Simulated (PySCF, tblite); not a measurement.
# C₂H₉AlN₂Si: geometry, infrared bands and NMR shifts

Aim: predict the infrared bands and NMR shifts of C₂H₉AlN₂Si (`C1[NH][AlH][NH]C[SiH2]1`).

The runs use tblite 0.8.0 and PySCF 2.14.0, with density-fitted response routines of our own; the level of theory stands in each step. All values are computed, except where a source is named. Atoms are numbered from 0 throughout.

## 1. The starting structure

15 atoms, charge 0, multiplicity 1; geometry from: force field or distance geometry start.

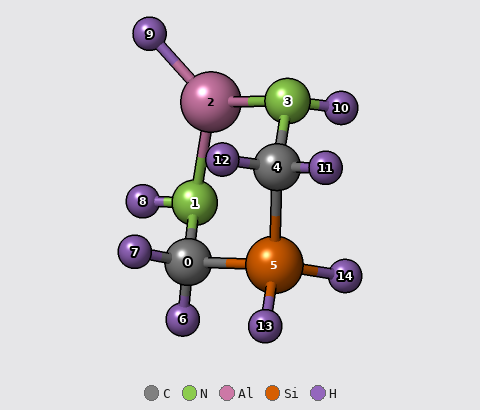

The starting geometry (carbon grey, nitrogen green, aluminium pink, silicon orange, hydrogen purple), atoms numbered.

## 2. Relaxing the molecule with GFN2-xTB

What the job is given:

```
{"job": {"kind": "relax", "xc": "GFN2-xTB", "basis": "xTB"}, "charge": 0, "multiplicity": 1}
C     -1.439200    -0.474400     0.300100
N     -1.574900     0.447100    -0.852700
Al    -0.110200     1.704200    -0.880500
N      1.598300     0.895000    -0.605700
C      1.554800    -0.078400     0.520200
Si     0.200000    -1.401500     0.319900
H     -2.260700    -1.221800     0.245500
H     -1.550800     0.093000     1.260100
H     -2.450400     0.983700    -0.728700
H     -0.356900     3.277600    -0.719000
H      1.830100     0.359800    -1.472000
H      2.533300    -0.594600     0.586600
H      1.386900     0.466300     1.478800
H      0.249500    -2.324900     1.462900
H      0.386000    -2.123100    -0.937500
```

Command:

```
> OMP_NUM_THREADS=1 python probes_run.py task.json out
```

This one command runs all jobs of the session in turn.

What it wrote:

```text
step      E/eV     max force
  0    -476.16080    1.915
  1    -476.28788    1.522
  2    -476.46701    0.858
  3    -476.51459    0.631
  4    -476.58211    0.569
  5    -476.59928    0.500
  6    -476.65086    0.588
  7    -476.67351    0.451
  8    -476.69439    0.399
  9    -476.70922    0.271
 10    -476.72242    0.419
 11    -476.73675    0.367
 12    -476.74950    0.278
 13    -476.75773    0.185
 14    -476.76280    0.237
 15    -476.76925    0.208
 16    -476.77601    0.229
 17    -476.78324    0.237
 18    -476.78884    0.198
 19    -476.79350    0.169
 20    -476.79728    0.171
 21    -476.80075    0.160
 22    -476.80467    0.202
 23    -476.80989    0.234
 24    -476.81506    0.205
 25    -476.82054    0.217
 26    -476.82566    0.193
 27    -476.83136    0.225
 28    -476.83589    0.267
 29    -476.83957    0.168
 30    -476.84197    0.144
 31    -476.84534    0.164
 32    -476.84948    0.189
 33    -476.85408    0.209
 34    -476.85721    0.146
 35    -476.85986    0.139
 36    -476.86236    0.267
 37    -476.86653    0.265
 38    -476.87421    0.225
 39    -476.87951    0.185
 40    -476.88396    0.200
 41    -476.88974    0.271
 42    -476.89742    0.252
 43    -476.90245    0.186
 44    -476.90541    0.155
 45    -476.90829    0.245
 46    -476.91279    0.230
 47    -476.92201    0.179
 48    -476.92707    0.191
 49    -476.93161    0.193
 50    -476.93525    0.153
 51    -476.93825    0.129
 52    -476.94096    0.134
 53    -476.94411    0.165
 54    -476.94750    0.244
 55    -476.95128    0.201
 56    -476.95618    0.145
 57    -476.95845    0.153
 58    -476.96041    0.096
 59    -476.96163    0.137
 60    -476.96278    0.116
 61    -476.96405    0.117
 62    -476.96537    0.098
 63    -476.96634    0.087
 64    -476.96731    0.096
 65    -476.96891    0.107
 66    -476.97140    0.145
 67    -476.97401    0.109
 68    -476.97557    0.077
 69    -476.97656    0.147
 70    -476.97750    0.093
 71    -476.97902    0.097
 72    -476.98100    0.093
 73    -476.98287    0.121
 74    -476.98483    0.119
 75    -476.98709    0.106
 76    -476.98918    0.115
 77    -476.99074    0.083
 78    -476.99168    0.073
 79    -476.99242    0.062
 80    -476.99300    0.060
 81    -476.99387    0.067
 82    -476.99452    0.064
 83    -476.99496    0.057
 84    -476.99521    0.039
 85    -476.99542    0.040
 86    -476.99564    0.052
 87    -476.99592    0.044
 88    -476.99629    0.045
 89    -476.99657    0.037
 90    -476.99674    0.029
 91    -476.99691    0.028
 92    -476.99706    0.022
 93    -476.99715    0.017
 94    -476.99720    0.016
 95    -476.99724    0.014
 96    -476.99730    0.016
 97    -476.99738    0.020
 98    -476.99748    0.029
 99    -476.99759    0.031
100    -476.99768    0.026
101    -476.99775    0.021
102    -476.99782    0.025
103    -476.99791    0.033
104    -476.99803    0.034
105    -476.99816    0.028
106    -476.99825    0.024
107    -476.99831    0.019
108    -476.99837    0.021
109    -476.99846    0.024
110    -476.99862    0.028
111    -476.99879    0.028
112    -476.99893    0.032
113    -476.99905    0.032
114    -476.99920    0.030
115    -476.99942    0.036
116    -476.99964    0.036
117    -476.99980    0.028
118    -476.99991    0.023
119    -477.00002    0.028
120    -477.00014    0.027
121    -477.00024    0.017
122    -477.00028    0.012
123    -477.00030    0.011
124    -477.00032    0.011
125    -477.00034    0.009
```

Wall time 0.81 s (1 thread of Arm Neoverse V1, shared host).

Along the way: (not every step is listed)

| step | energy from step 0 (eV) | largest force (eV/Å) |
| --- | --- | --- |
| 0 | 0.0000 | 1.9154 |
| 1 | -0.1271 | 1.5219 |
| 2 | -0.3062 | 0.8575 |
| 3 | -0.3538 | 0.6313 |
| 4 | -0.4213 | 0.5691 |
| 5 | -0.4385 | 0.4995 |
| 6 | -0.4901 | 0.5881 |
| 7 | -0.5127 | 0.4511 |
| 8 | -0.5336 | 0.3992 |
| 19 | -0.6327 | 0.1685 |
| 30 | -0.6812 | 0.1440 |
| 41 | -0.7289 | 0.2706 |
| 52 | -0.7802 | 0.1338 |
| 63 | -0.8055 | 0.0866 |
| 74 | -0.8240 | 0.1190 |
| 85 | -0.8346 | 0.0395 |
| 96 | -0.8365 | 0.0164 |
| 107 | -0.8375 | 0.0189 |
| 118 | -0.8391 | 0.0234 |
| 120 | -0.8393 | 0.0268 |
| 121 | -0.8394 | 0.0166 |
| 122 | -0.8395 | 0.0124 |
| 123 | -0.8395 | 0.0115 |
| 124 | -0.8395 | 0.0114 |
| 125 | -0.8395 | 0.0093 |

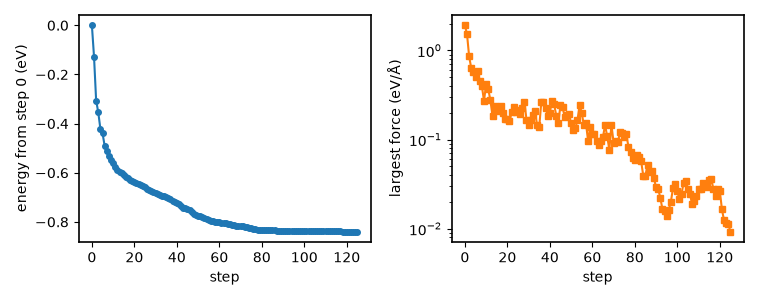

Energy and force, step by step.

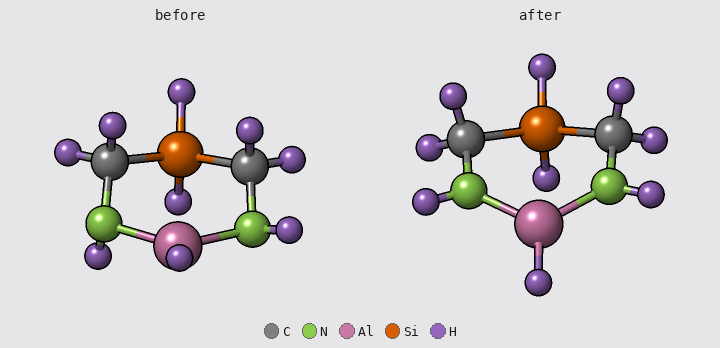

The geometry before (left) and after (right).

Close pairs (by a distance rule), those that changed most:

```
  bond  before (Å)  after (Å)  change (Å)
N1–Al2       1.930      1.785      -0.146
Al2–N3       1.910      1.784      -0.126
Al2–H9       1.601      1.520      -0.081
N3–H10       1.044      1.015      -0.029
C0–Si5       1.883      1.909      +0.026
 N3–C4       1.489      1.465      -0.024
 C0–H7       1.121      1.099      -0.022
 N1–H8       1.034      1.015      -0.019
```

The final coordinates are the input of the step that follows.

## 3. Infrared spectrum with GFN2-xTB

What the job is given:

```
{"job": {"kind": "ir", "xc": "GFN2-xTB", "basis": "xTB"}, "charge": 0, "multiplicity": 1}
C     -1.560030    -0.474829     0.442030
N     -1.594438     0.732084    -0.388172
Al    -0.142085     1.564492    -1.006855
N      1.438728     0.989281    -0.411538
C      1.626824    -0.206693     0.413778
Si     0.119369    -1.375375     0.323412
H     -2.340540    -1.175899     0.117987
H     -1.787910    -0.230393     1.488515
H     -2.544190     1.079298    -0.478885
H     -0.244476     2.709478    -2.001635
H      2.312616     1.494490    -0.519992
H      2.508950    -0.765078     0.072478
H      1.829707     0.071267     1.457059
H      0.203935    -2.327376     1.441381
H      0.169125    -2.076756    -0.971474
```

What it wrote:

```text
mode    cm-1     km/mol
  1      75.2      3.82
  2     119.8      0.02
  3     151.2      1.36
  4     224.5      3.52
  5     278.7      1.05
  6     366.7     14.50
  7     431.7    101.84
  8     462.5     14.66
  9     496.0    150.16
 10     509.6    171.67
 11     531.9    121.11
 12     595.1      5.86
 13     617.2     21.51
 14     660.3      7.35
 15     661.4     36.36
 16     734.8    194.88
 17     753.1     70.30
 18     792.8      2.75
 19     802.8    401.94
 20     807.4    103.50
 21    1100.2     52.90
 22    1102.5     42.22
 23    1154.4      2.36
 24    1162.5     41.13
 25    1176.7      4.54
 26    1183.7     24.79
 27    1334.4      6.39
 28    1335.2     12.67
 29    1485.2      0.63
 30    1487.6      6.61
 31    1900.6    415.54
 32    2169.2    267.96
 33    2197.0    401.31
 34    2844.6     11.79
 35    2849.2    148.23
 36    2885.5     88.04
 37    2888.7     67.65
 38    3342.8      9.71
 39    3346.4      6.52
```

It took 0.48 s on 1 thread of Arm Neoverse V1, shared host.

The strongest bands and the atoms that carry them (share of the mass-weighted mode):

```
cm⁻¹  km/mol                                  atoms
 496   150.2    H8 30 %, H10 27 %, N1 11 %, N3 11 %
 510   171.7  Si5 22 %, H13 22 %, H8 11 %, H10 11 %
 735   194.9                     H14 49 %, H13 41 %
 803   401.9                     Al2 19 %, H14 16 %
1901   415.5                                H9 96 %
2169   268.0                               H14 96 %
2197   401.3                               H13 96 %
2849   148.2   H7 40 %, H12 21 %, H6 18 %, H11 12 %
```

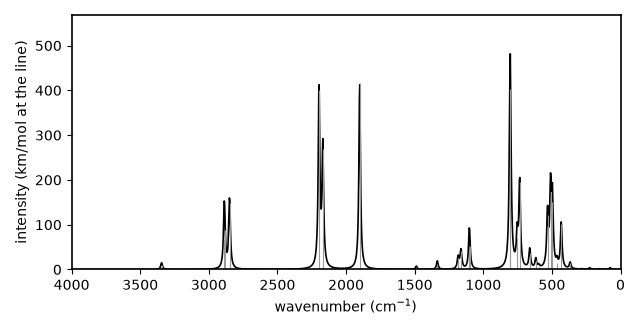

The infrared spectrum from these modes, unscaled. Lines are broadened to a width of 14 cm⁻¹ (Lorentzian).

## 4. NMR shieldings: PBE0/pcSseg-1

Settings changed since step 3:

```diff
@@ -1,2 +1,2 @@
-{"job": {"kind": "ir", "xc": "GFN2-xTB", "basis": "xTB"}, "charge": 0, "multiplicity": 1}
+{"job": {"kind": "nmr", "xc": "PBE0", "basis": "pcSseg-1"}, "charge": 0, "multiplicity": 1}
 C     -1.560030    -0.474829     0.442030
```

Level: GIAO PBE0/pcSseg-1 NMR shielding, non-relativistic, gas phase.

What it wrote:

```text
coarse grid: 13128 points
cycle   1  E = -722.4893002888  dE =  4.326e-01  |g| = 5.721e-01  |ddm| = 3.516e+00
cycle   2  E = -722.3973489328  dE =  9.195e-02  |g| = 8.571e-01  |ddm| = 1.057e+00
cycle   3  E = -722.5648492741  dE = -1.675e-01  |g| = 5.486e-02  |ddm| = 6.779e-01
cycle   4  E = -722.5654824771  dE = -6.332e-04  |g| = 1.660e-02  |ddm| = 5.239e-02
cycle   5  E = -722.5655313254  dE = -4.885e-05  |g| = 7.561e-03  |ddm| = 1.708e-02
cycle   6  E = -722.5655451408  dE = -1.382e-05  |g| = 4.244e-04  |ddm| = 6.893e-03
cycle   7  E = -722.5655451835  dE = -4.276e-08  |g| = 1.340e-04  |ddm| = 6.429e-04
final grid: 116568 points
cycle   8  E = -722.5944684729  dE = -1.797e-05  |g| = 7.797e-03  |ddm| = 1.925e-02
cycle   9  E = -722.5944536987  dE =  1.477e-05  |g| = 1.115e-02  |ddm| = 1.470e-02
cycle  10  E = -722.5944830506  dE = -2.935e-05  |g| = 8.123e-04  |ddm| = 8.729e-03
cycle  11  E = -722.5944831760  dE = -1.254e-07  |g| = 2.389e-04  |ddm| = 6.485e-04
cycle  12  E = -722.5944831881  dE = -1.210e-08  |g| = 3.012e-05  |ddm| = 2.026e-04
cycle  13  E = -722.5944831883  dE = -1.708e-10  |g| = 1.010e-05  |ddm| = 3.545e-05
converged SCF energy = -722.5944831883

GIAO shielding tensors (ppm)
atom      isotropic    diamagn.    paramagn.     s11        s22        s33       span
  0 C      153.508     246.868     -93.360    130.838    146.289    183.398     52.560
  1 N      225.408     319.787     -94.379    208.978    225.061    242.184     33.207
  2 Al     399.260     797.897    -398.637    392.172    399.013    406.596     14.425
  3 N      225.507     319.795     -94.288    209.045    224.969    242.507     33.462
  4 C      153.566     246.831     -93.265    130.935    146.348    183.414     52.479
  5 Si     399.422     879.266    -479.844    360.921    411.730    425.615     64.695
  6 H       28.642      28.983      -0.342     23.819     27.336     34.769     10.950
  7 H       28.353      29.577      -1.225     23.097     27.103     34.858     11.761
  8 H       30.372      31.125      -0.753     22.134     28.804     40.179     18.045
  9 H       27.787      29.531      -1.745     24.091     24.954     34.315     10.223
 10 H       30.385      31.126      -0.741     22.147     28.810     40.197     18.050
 11 H       28.638      28.955      -0.318     23.819     27.310     34.785     10.966
 12 H       28.359      29.554      -1.195     23.112     27.098     34.868     11.756
 13 H       27.687      28.660      -0.973     24.548     25.383     33.130      8.583
 14 H       27.349      29.039      -1.690     23.547     25.862     32.638      9.091
```

Run time: 21 s. Hardware: 1 thread of Arm Neoverse V1, shared host; peak memory 0.74 GiB.

The references, computed at this level on geometries of the same kind, shield at (ppm): ¹H TMS 31.72, ¹³C TMS 186.9, ²⁹Si TMS 349.2, ¹⁵N NH3 267.7, ²⁷Al AlH4- 490.0. Their shielding less the atom's gives the shift. The references are single molecules in the gas phase, so shifts against H2O, NH3, PH3, H3PO4 or CFCl3 are not on the usual liquid scales and can be off by tens of ppm. Shifts against hydride references such as AlH4− lie on their own scale. Atoms listed in one row are averaged.

```csv
atoms,environment,σ (ppm),δ (ppm)
"C0, C4",sp3 CH2 bonded to N and Si,153.5,33.4
"H13, H14","hydrogen on a silicon bonded to 2 C, in a 6-membered ring",27.52,4.20
H9,"hydrogen on an aluminium bonded to 2 N, in a 6-membered ring",27.79,3.93
"H6, H7, H11, H12",hydrogen on an sp3 CH2 bonded to N and Si,28.50,3.22
"H8, H10","hydrogen on a nitrogen bonded to C, Al, in a 6-membered ring",30.38,1.34
"N1, N3","nitrogen bonded to C, Al, H, in a 6-membered ring",225.5,42.3
Al2,"aluminium bonded to 2 N, H, in a 6-membered ring",399.3,90.7
Si5,"silicon bonded to 2 C, 2 H, in a 6-membered ring",399.4,-50.3
```

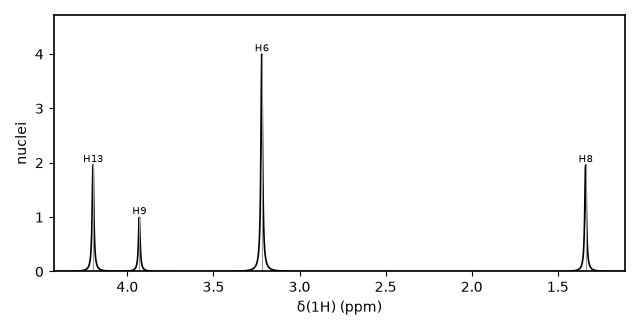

¹H lines at the computed shifts, without couplings. Lines are broadened to a width of 0.01 ppm (Lorentzian).

Charges from the same density, by scheme (e):

| atoms | Mulliken | IAO | Hirshfeld | ESP fit |
| --- | --- | --- | --- | --- |
| C0, C4 | -0.29 | -0.41 | -0.12 | 0.24 |
| N1, N3 | -0.76 | -0.70 | -0.31 | -0.86 |
| Al2 | 0.97 | 0.90 | 0.51 | 0.87 |
| Si5 | 0.58 | 0.74 | 0.34 | 0.21 |

IAO charges:

C0 -0.41; N1 -0.70; Al2 0.90; N3 -0.70; C4 -0.41; Si5 0.74; H6 0.14; H7 0.13; H8 0.25; H9 -0.22; H10 0.25; H11 0.14; H12 0.13; H13 -0.12; H14 -0.12

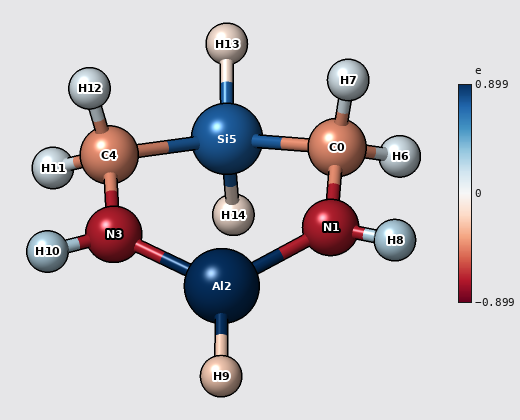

IAO charges, as colours on the atoms.

Mayer bond orders: C0–N1 0.95, N1–Al2 0.96, Al2–N3 0.96, N3–C4 0.95, C4–Si5 0.93, Si5–C0 0.93.

Ring of atoms C0, N1, Al2, N3, C4, Si5: NICS(0) -1.1, NICS(1) -0.6, NICS(1)zz 4.0 ppm (means of both faces).

## 5. Outcome

```
                                                               quantity                       value
                              strongest single infrared mode (GFN2-xTB)       1901 cm⁻¹, 416 km/mol
                                           zero-point energy (GFN2-xTB)               67.2 kcal/mol
¹³C shifts against TMS (PBE0/pcSseg-1, means over atoms taken as alike)                    33.4 ppm
 ¹H shifts against TMS (PBE0/pcSseg-1, means over atoms taken as alike)  4.20, 3.93, 3.22, 1.34 ppm
¹⁵N shifts against NH3 (PBE0/pcSseg-1, means over atoms taken as alike)                    42.3 ppm
                              ²⁷Al shifts against AlH4- (PBE0/pcSseg-1)                    90.7 ppm
                                ²⁹Si shifts against TMS (PBE0/pcSseg-1)                   -50.3 ppm
```

What this shows: Relaxing lowered the energy by 0.840 eV in 125 steps; the close pair that moved most is N1–Al2, from 1.930 to 1.785 Å. All 39 modes are real, so the xTB geometry is a minimum. The strongest single mode, at 1901 cm⁻¹, moves mainly H9. Unscaled tight-binding wavenumbers are off by several per cent, some by more. Its intensities can rank the bands wrongly. At PBE0/pcSseg-1: The largest span, 65 ppm, is at Si5, where the paramagnetic term is -480 ppm.
